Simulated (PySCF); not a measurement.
**CH5FOSi (SMILES CO[SiH2]F): levels of theory compared**

Aim: a comparison of 6 runs (HF/def2-SVP, B3LYP/STO-3G, PBE/STO-3G, PBE0/STO-3G, B3LYP/6-31G*, MP2/def2-TZVP) of CH5FOSi. The job is set up through a Python script.

Program for the calculation: PySCF 2.14.0.

## (1) The system as given

The species is CH5FOSi (9 atoms), meant as a singlet with charge 0. As SMILES, `CO[SiH2]F`. The coordinates come from a PBE0-D4/def2-TZVP relaxation. This is one conformer, not always the lowest.

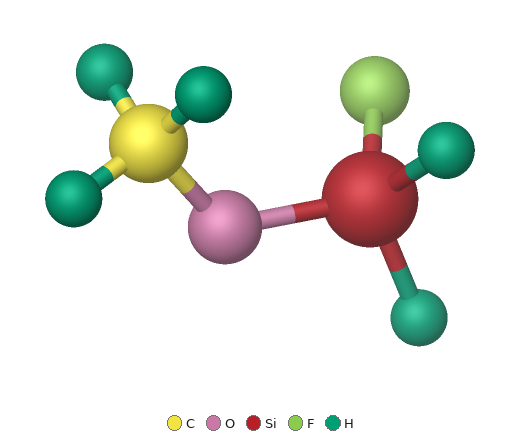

The structure, seen from a chosen angle (carbon yellow, oxygen pink, silicon red, fluorine green, hydrogen teal).

## (2) Energy and gradient at HF/def2-SVP (run 1)

job.py

```python
from pyscf import gto

mol = gto.M(
    atom='''
C       -0.280200       1.150700      -0.688400
O       -0.743600      -0.064200      -0.138000
Si       0.168900      -1.127700       0.679900
F        1.202000      -1.865200      -0.290100
H        0.189600       0.979000      -1.660800
H       -1.135900       1.813600      -0.823000
H        0.443400       1.643500      -0.029000
H       -0.748200      -2.141700       1.231900
H        0.992400      -0.434200       1.700300
''',
    charge=0,
    max_memory=1860,
    basis='def2-svp',
    spin=0,
    verbose=4,
)

hf = mol.RHF()
hf.conv_tol = 1e-10
hf.kernel()
if not hf.converged:
    hf = hf.newton().run(hf.mo_coeff, hf.mo_occ)

e_tot = hf.e_tot
print('E(%s) = %.9f' % ('HF', e_tot))
grad = hf.nuc_grad_method().kernel()
hf.analyze()
```

Started as:

```sh
OMP_NUM_THREADS=1 python job.py
```

Standard output:

```text
PySCF version 2.14.0

[... 79 lines left out ...]
One-electron Energy =                -1060.309653476436324
[... 12 lines left out ...]
MO #8   energy= -4.29314570369752  occ= 2
[... 10 lines left out ...]
MO #19  energy= -0.505985268161268 occ= 2
[... 10 lines left out ...]
MO #30  energy= 0.368246862949533  occ= 0
[... 10 lines left out ...]
MO #41  energy= 0.864110784027125  occ= 0
[... 10 lines left out ...]
MO #52  energy= 1.57364636082176   occ= 0
[... 10 lines left out ...]
MO #63  energy= 2.02401214974838   occ= 0
[... 10 lines left out ...]
MO #74  energy= 3.02884019091427   occ= 0
[... 10 lines left out ...]
MO #85  energy= 3.97188792795761   occ= 0
[... 97 lines left out ...]
Dipole moment(X, Y, Z, Debye): -0.03003,  1.80995,  0.49846
```

It took 11 s on 1 thread of Intel Xeon at 2.70GHz, shared host; peak memory 0.17 GiB.

## (3) Energy and forces at B3LYP/STO-3G (run 2)

job.py

```python
import pyscf.grad
from pyscf import gto, dft

molecule = gto.M(
    atom='''
C     -0.529501     2.174508    -1.300887
O     -1.405200    -0.121320    -0.260782
Si     0.319175    -2.131044     1.284825
F      2.271451    -3.524717    -0.548210
H      0.358292     1.850042    -3.138457
H     -2.146540     3.427207    -1.555245
H      0.837905     3.105765    -0.054802
H     -1.413893    -4.047226     2.327954
H      1.875364    -0.820519     3.213101
''',
    max_memory=1860,
    charge=0,
    basis='sto-3g',
    verbose=3,
    unit='bohr',
)

calc0 = dft.RKS(molecule)
calc0.xc = 'b3lyp'
calc0.conv_tol = 1e-10
calc0.grids.level = 5
calc0.kernel()
if not calc0.converged:
    calc0 = calc0.newton().run(calc0.mo_coeff, calc0.mo_occ)

energy = calc0.e_tot
print(f'total energy: {energy:.8f} hartree')
grad = calc0.Gradients().kernel()
calc0.analyze()
```

Started as:

```sh
OMP_NUM_THREADS=1 python job.py
```

Standard output:

```text
converged SCF energy = -499.350007073447
total energy: -499.35000707 hartree
--------------- RKS gradients ---------------
         x                y                z
0 C    -0.0113079443     0.0065344192    -0.0079478539
1 O     0.0510312909     0.0026217865     0.0102567452
2 Si    -0.0156707404     0.0095116551    -0.0442724657
3 F    -0.0195196914     0.0149271055     0.0208047700
4 H    -0.0086365082    -0.0040025050     0.0158261677
5 H     0.0106728971    -0.0114576012     0.0036831459
6 H    -0.0108265919    -0.0125538705    -0.0044783857
7 H    -0.0045239198    -0.0114357560     0.0023059476
8 H     0.0088080015     0.0058304317     0.0038311463
----------------------------------------------
**** MO energy ****
MO #1   energy= -65.4199600931533  occ= 2
MO #2   energy= -24.2854837063913  occ= 2
MO #3   energy= -18.8226971668498  occ= 2
MO #4   energy= -10.0582977100111  occ= 2
MO #5   energy= -5.14350933504179  occ= 2
MO #6   energy= -3.44551232034758  occ= 2
MO #7   energy= -3.44386235665605  occ= 2
MO #8   energy= -3.44272645253801  occ= 2
MO #9   energy= -1.05072664192401  occ= 2
MO #10  energy= -0.938022161776631 occ= 2
MO #11  energy= -0.646432659769378 occ= 2
MO #12  energy= -0.48087198347241  occ= 2
MO #13  energy= -0.407533032369502 occ= 2
MO #14  energy= -0.406638607727481 occ= 2
MO #15  energy= -0.373450568247932 occ= 2
MO #16  energy= -0.32272339033749  occ= 2
MO #17  energy= -0.292320824383767 occ= 2
MO #18  energy= -0.207016243148367 occ= 2
MO #19  energy= -0.180527078566696 occ= 2
MO #20  energy= -0.163936060025646 occ= 2
MO #21  energy= -0.148801077351418 occ= 2
MO #22  energy= 0.257434450103397  occ= 0
MO #23  energy= 0.30763341388214   occ= 0
MO #24  energy= 0.324212354581466  occ= 0
MO #25  energy= 0.369871435230482  occ= 0
MO #26  energy= 0.428298885124638  occ= 0
MO #27  energy= 0.451717394236508  occ= 0
MO #28  energy= 0.459070726857834  occ= 0
MO #29  energy= 0.498612142820262  occ= 0
 ** Mulliken atomic charges  **
charge of    0C =     -0.05064
charge of    1O =     -0.29088
charge of    2Si =      0.72249
charge of    3F =     -0.20778
charge of    4H =      0.03728
charge of    5H =      0.04738
charge of    6H =      0.03358
charge of    7H =     -0.13705
charge of    8H =     -0.15436
Dipole moment(X, Y, Z, Debye):  0.33159,  0.62227,  0.35954
```

It took 11 s on 1 thread of Intel Xeon at 2.70GHz, shared host; peak memory 0.36 GiB.

Runs 3 to 5 aren't shown in full; the table further down has their settings and results.

## (4) Energy and forces at MP2/def2-TZVP (run 6)

calc.py

```python
from pyscf import gto, mp

mol = gto.Mole()
mol.atom = '''
C     -0.529501     2.174508    -1.300887
O     -1.405200    -0.121320    -0.260782
Si     0.319175    -2.131044     1.284825
F      2.271451    -3.524717    -0.548210
H      0.358292     1.850042    -3.138457
H     -2.146540     3.427207    -1.555245
H      0.837905     3.105765    -0.054802
H     -1.413893    -4.047226     2.327954
H      1.875364    -0.820519     3.213101
'''
mol.verbose = 3
mol.spin = 0
mol.max_memory = 1860
mol.unit = 'bohr'
mol.basis = 'def2-tzvp'
mol.build()

hf = mol.RHF()
hf.conv_tol = 1e-10
hf.kernel()
if not hf.converged:
    hf = hf.newton().run(hf.mo_coeff, hf.mo_occ)

pt = mp.MP2(hf, frozen=8).run()
e_tot = pt.e_tot
print(f'total energy: {e_tot:.8f} hartree')
grad = pt.nuc_grad_method().kernel()
hf.analyze()
```

Started as:

```sh
OMP_NUM_THREADS=1 python calc.py
```

Standard output:

```text
converged SCF energy = -504.225212786465
[... 19 lines left out ...]
MO #8   energy= -4.27106410403191  occ= 2
[... 18 lines left out ...]
MO #27  energy= 0.219131604812467  occ= 0
[... 18 lines left out ...]
MO #46  energy= 0.699322544792592  occ= 0
[... 18 lines left out ...]
MO #65  energy= 1.28035303887389   occ= 0
[... 18 lines left out ...]
MO #84  energy= 2.12665614426028   occ= 0
[... 18 lines left out ...]
MO #103 energy= 2.85870249886855   occ= 0
[... 18 lines left out ...]
MO #122 energy= 3.9220196851138    occ= 0
[... 18 lines left out ...]
MO #141 energy= 7.15214552729876   occ= 0
[... 18 lines left out ...]
MO #160 energy= 58.703469026789    occ= 0
[... 10 lines left out ...]
Dipole moment(X, Y, Z, Debye): -0.10011,  1.67742,  0.45630
```

Run time: 1.7 min. Hardware: 1 thread of Intel Xeon at 2.70GHz, shared host; peak memory 1.9 GiB.

## (5) Overview of the runs

```
run                               level  integration grid  Cartesian functions  energy (Eh)  dipole moment (D) of the reference  HOMO energy (eV)  LUMO energy (eV)  wall time
  1                         HF/def2-SVP                 –                   no  -503.843946                                1.88            -12.69              4.67       11 s
  2                        B3LYP/STO-3G                 5                   no  -499.350007                                0.79             -4.05              7.01       11 s
  3                          PBE/STO-3G                 5                   no  -498.951968                                0.71             -2.49              5.94       11 s
  4                         PBE0/STO-3G                 5                   no  -499.042098                                0.83             -4.33              7.38       11 s
  5  B3LYP/6-31G* (Cartesian functions)                 5                  yes  -505.757771                                1.61             -8.27              1.08       26 s
  6                       MP2/def2-TZVP                 –                   no  -504.993624                                1.74            -12.69              3.65    1.7 min
```

## (6) Results

| quantity | value |
| --- | --- |
| run 6: total energy | -504.99362 Eh |
| run 6: dipole moment (Hartree–Fock density) | 1.74 D |
| run 6: HOMO energy (Hartree–Fock orbitals) | -12.69 eV |
| run 6: LUMO energy (Hartree–Fock orbitals) | 3.65 eV |
| run 6: HOMO–LUMO gap (Hartree–Fock orbitals) | 16.34 eV |
| run 6: correlation energy (8 core orbitals frozen) | -768.4 mEh |
| run 6: largest force on an atom | 0.419 eV/Å |

In words: Over runs 1, 2, 3, 4, 5 the dipole moment (its size) runs from 0.71 D (PBE/STO-3G) to 1.88 D (HF/def2-SVP). The two ends differ in method and basis. Over runs 1, 2, 3, 4, 5 the HOMO–LUMO gap runs from 8.43 eV (PBE/STO-3G) to 17.36 eV (HF/def2-SVP). Totals of different functionals can't be ranked against each other. In runs 2, 3, 4 the basis is minimal, so the values are rough. All runs together took 2.9 min, the longest 1.7 min.
